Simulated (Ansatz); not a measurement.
**SnH3F (SnFH3): wB97M-V/STO-3G**

What is the electronic atomisation energy of SnH3F (SnFH3) at wB97M-V/STO-3G? 

The calculation is run with Ansatz 0.2.0.

50 further runs of the same task are left out: 7 that didn't finish, 43 set aside as unsound or not needed.

**1. The structure to begin with**

SnH3F: 5 atoms, total charge 0, spin state singlet. As SMILES, `[H][Sn]([H])([H])[F]`. Geometry: a GFN2-xTB relaxation, a rough one for these elements and not checked as a minimum.

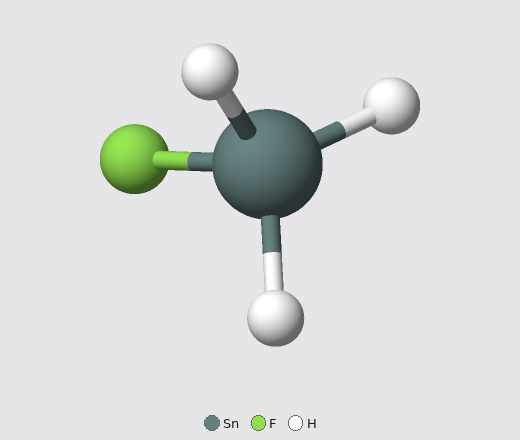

The structure, seen from a chosen angle (tin teal, fluorine green, hydrogen white).

**2. A single-point energy at wB97M-V/STO-3G**

Input file input.yaml:

```yaml
crystal:
  periodic: [false, false, false]
  atoms:
    - symbol: Sn
      position_ang: [-0.002590, 0.002420, -0.166930]
    - symbol: F
      position_ang: [0.011740, -0.019270, 1.757340]
    - symbol: H
      position_ang: [1.619230, 0.010970, -0.538180]
    - symbol: H
      position_ang: [-0.817750, 1.408460, -0.512480]
    - symbol: H
      position_ang: [-0.810630, -1.402580, -0.539750]
basis:
  gaussian:
    orbitals: STO-3G
hamiltonian:
  xc: {name: wB97M-V}
accuracy: high
```

On the command line:

```sh
$ ansatz run input.yaml --threads 1 --pin off --max-ram 2610MiB --events-out events.jsonl --progress --plain --runs-dir runs
```

What it wrote:

```text
Warning: RAYON_NUM_THREADS=1 ignored (pool sized by the plan → 1); use --threads N
Functional definition: wB97M-V
  name "wB97M-V"
  parameter omega = 0.3/bohr
  parameter cx = 0.15
  parameter cx01 = 1.007
  parameter cx10 = 0.259
  parameter css00 = 0.443
  parameter css04 = -1.437
  parameter css10 = -4.535
  parameter css20 = -3.390
  parameter css43 = 4.278
  parameter cos00 = 1.000
  parameter cos10 = 1.358
  parameter cos20 = 2.924
  parameter cos21 = -8.812
  parameter cos60 = -1.390
  parameter cos61 = 9.142
  parameter b = 6.0
  parameter c = 0.01
  gx(w, u) = 1 - cx + cx01*u + cx10*w
  gss(w, u) = css00 + css04*u^4 + css10*w + css20*w^2 + css43*w^4*u^3
  gos(w, u) = cos00 + cos10*w + (cos20 + cos21*u)*w^2 + (cos60 + cos61*u)*w^6
  exchange = spin_sum(e_x_unif_sr(omega)*gx(b97_w, b97_u_x)) + cx*exact_x_sr(omega) + exact_x_lr(omega)
  correlation = spin_sum(e_c_pw_mod_same_spin*gss(b97_w, b97_u_same))
      + integral(e_c_pw_mod_opposite_spin*gos(b97_w_opposite, b97_u_opposite)) + vv10(b, c)
640 factors; integrals over basis functions are off by at most 4.9e-9 eV
144 factors; integrals over basis functions are off by at most 7.0e-10 eV
mean field evaluation 1: about -165052.2160 eV, gradient 1.7e1 eV
mean field evaluation 2: about -165053.4214 eV, gradient 1.1e1 eV
mean field evaluation 4: about -165053.9304 eV, gradient 1.6e-1 eV
mean field evaluation 8: about -165053.8390 eV, gradient 3.2e-3 eV
mean field evaluation 16: about -165053.8390 eV, gradient 2.0e-8 eV
mean field -165053.83897452 eV, -6065.6167048031 hartree, gradient 2.0e-8 eV, S^2 0.000000; 0 other end points of the search recorded, 0 dependent functions left out
reference -165053.83897683 eV, -6065.6167048881 hartree; 31, 31 occupied and 4, 4 virtual orbitals, 640 factors
Total energy: -165053.83897683 eV, -6065.6167048881 hartree
```

It took 39 s on 1 thread of Arm Neoverse N1, shared host; peak memory 0.3 GiB.

**3. The F atom, same level**

Input file input.yaml:

```yaml
crystal:
  periodic: [false, false, false]
  atoms:
    - symbol: F
      position_ang: [0.000000, 0.000000, 0.000000]
basis:
  gaussian:
    orbitals: STO-3G
magnetization:
  spin_polarized: true
  initial_magnetization: 1
hamiltonian:
  xc: {name: wB97M-V}
accuracy: high
```

Run the same way, it converges to -98.28239 Eh (log not shown).

**4. The H atom at the same level**

Input file molecule.yaml:

```yaml
crystal:
  periodic: [false, false, false]
  atoms:
    - {symbol: H, position_ang: [0.000000, 0.000000, 0.000000]}
basis:
  gaussian:
    orbitals: STO-3G
magnetization:
  spin_polarized: true
  initial_magnetization: 1
hamiltonian:
  xc: {name: wB97M-V}
accuracy: high
```

On the command line:

```sh
$ ansatz run molecule.yaml --threads 1 --pin off --max-ram 2610MiB --events-out events.jsonl --progress --plain --runs-dir runs
```

What it wrote, shortened:

```text
Warning: RAYON_NUM_THREADS=1 ignored (pool sized by the plan → 1); use --threads N
Functional definition: wB97M-V
  name "wB97M-V"
[...]
  gx(w, u) = 1 - cx + cx01*u + cx10*w
  gss(w, u) = css00 + css04*u^4 + css10*w + css20*w^2 + css43*w^4*u^3
  gos(w, u) = cos00 + cos10*w + (cos20 + cos21*u)*w^2 + (cos60 + cos61*u)*w^6
[...]
      + integral(e_c_pw_mod_opposite_spin*gos(b97_w_opposite, b97_u_opposite)) + vv10(b, c)
1 factors; integrals over basis functions are off by at most 4.6e-10 eV
1 factors; integrals over basis functions are off by at most 2.9e-10 eV
[...]
mean field -12.42314868 eV, -0.4565422933 hartree, gradient 0.0e0 eV, S^2 0.750000; 0 other end points of the search recorded, 0 dependent functions left out
reference -12.42314998 eV, -0.4565423410 hartree; 1, 0 occupied and 0, 1 virtual orbitals, 1 factors
Total energy: -12.42314998 eV, -0.4565423410 hartree
```

Wall time 0.44 s (1 thread of Arm Neoverse N1, shared host).

**5. The Sn atom, same level**

Input file job.yaml:

```yaml
crystal:
  periodic: [false, false, false]
  atoms:
    - symbol: Sn
      position_ang: [0.000000, 0.000000, 0.000000]
basis:
  gaussian:
    orbitals: STO-3G
magnetization:
  spin_polarized: true
  initial_magnetization: 2
hamiltonian:
  xc: {name: wB97M-V}
accuracy: high
```

Run the same way, it converges to -5965.29345 Eh (log not shown).

**6. What came out**

At wB97M-V/STO-3G:

| quantity | value |
| --- | --- |
| molecule: total energy | -6065.61670 Eh |
| F atom: total energy | -98.28239 Eh |
| F atom: ⟨S²⟩ | 0.750 |
| H atom: total energy | -0.45654 Eh |
| H atom: ⟨S²⟩ | 0.750 |
| Sn atom: total energy | -5965.29345 Eh |
| Sn atom: ⟨S²⟩ | 2.000 |
| electronic atomisation energy | 18.265 eV |

What this shows: Taking the molecule apart into free atoms costs 18.27 eV (421 kcal/mol), before zero-point energy and without spin-orbit coupling. In a minimal basis such a difference can be off by several eV, whatever the method. Relativity is left out (molecule) although the molecule holds a heavy atom. Relativity is left out (Sn atom) although the molecule holds a heavy atom.
